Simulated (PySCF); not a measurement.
# CH5BN2 (SMILES B1NCN1) at HF/3-21G

Aim: the vertical ionisation energy of CH5BN2 at HF/3-21G, from 2 runs. The job is set up through a Python script.

The calculation is run with PySCF 2.14.0.

### 1 The system as given

CH5BN2 has 9 atoms, charge 0, and is taken as a singlet. SMILES: `B1NCN1`. The shape is that of a PBE0-D4/def2-TZVP optimisation.

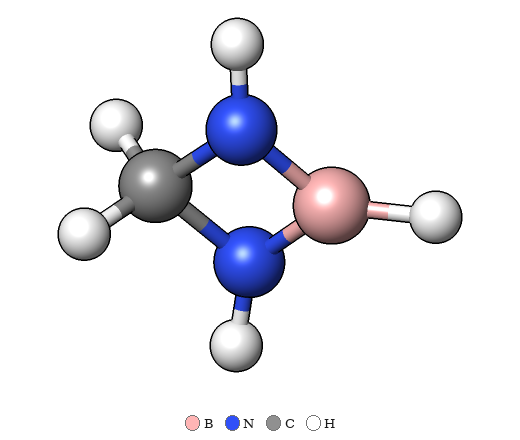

The structure, seen from a chosen angle (boron pink, nitrogen blue, carbon grey, hydrogen white).

### 2 The energy at HF/3-21G

input.py

```python
# B1NCN1
from pyscf import gto, scf

molecule = gto.Mole()
molecule.atom = '''
B     -0.538100     0.903800    -0.424200
N      0.763900     0.350100    -0.630900
C      0.430100    -0.702400     0.322000
N     -0.891500    -0.116200     0.513500
H     -1.109600     1.851900    -0.864600
H      1.686500     0.722000    -0.761500
H      0.420000    -1.707100    -0.117100
H      1.046900    -0.704100     1.228600
H     -1.719800    -0.644400     0.717000
'''
molecule.basis = '3-21g'
molecule.spin = 0
molecule.verbose = 3
molecule.charge = 0
molecule.max_memory = 1860
molecule.build()

hf = scf.RHF(molecule)
hf.conv_tol = 1e-10
hf.kernel()
if not hf.converged:
    hf = hf.newton().run(hf.mo_coeff, hf.mo_occ)

e_tot = hf.e_tot
print('E = %.10f Eh' % e_tot)
```

Command:

```sh
$ OMP_NUM_THREADS=1 python input.py
```

The log of the run:

```text
converged SCF energy = -173.40856509676
E = -173.4085650968 Eh
```

Wall time 0.68 s (1 thread of Arm Neoverse V1, shared host); peak memory 0.1 GiB.

### 3 The doublet cation

run.py

```python
from pyscf import gto

mol = gto.M(
    atom='''
B       -0.538100       0.903800      -0.424200
N        0.763900       0.350100      -0.630900
C        0.430100      -0.702400       0.322000
N       -0.891500      -0.116200       0.513500
H       -1.109600       1.851900      -0.864600
H        1.686500       0.722000      -0.761500
H        0.420000      -1.707100      -0.117100
H        1.046900      -0.704100       1.228600
H       -1.719800      -0.644400       0.717000
''',
    charge=1,
    max_memory=1860,
    verbose=3,
    basis='3-21g',
    spin=1,
)

calc0 = mol.UHF()
calc0.conv_tol = 1e-10
calc0.kernel()
if not calc0.converged:
    calc0 = calc0.newton().run(calc0.mo_coeff, calc0.mo_occ)

e_final = calc0.e_tot
print('E(%s) = %.9f' % ('HF', e_final))
```

Command:

```sh
$ OMP_NUM_THREADS=1 python run.py
```

The log of the run:

```text
converged SCF energy = -173.109193287026  <S^2> = 0.9128733  2S+1 = 2.1567321
E(HF) = -173.109193287
```

Wall time 0.94 s (1 thread of Arm Neoverse V1, shared host); peak memory 0.12 GiB.

### 4 Summary of results

At HF/3-21G:

| quantity | value |
| --- | --- |
| singlet CH5BN2: total energy | -173.40857 Eh |
| singlet CH5BN2: dipole moment | 1.41 D |
| singlet CH5BN2: HOMO energy | -10.15 eV |
| singlet CH5BN2: LUMO energy | 5.53 eV |
| singlet CH5BN2: HOMO–LUMO gap | 15.68 eV |
| doublet cation: total energy | -173.10919 Eh |
| doublet cation: HOMO energy (highest over α and β) | -15.70 eV |
| doublet cation: LUMO energy (lowest over α and β) | -6.29 eV |
| doublet cation: ⟨S²⟩ | 0.913 |
| vertical ionisation energy (to the doublet cation) | 8.146 eV |

In words: The vertical ionisation energy comes to 8.15 eV (786 kJ/mol). The negative HOMO energy of the first species, 10.15 eV, lies 2.00 eV above that difference. ⟨S²⟩ (doublet cation) is 0.91 where a pure doublet has 0.75: the reference is spin-contaminated.
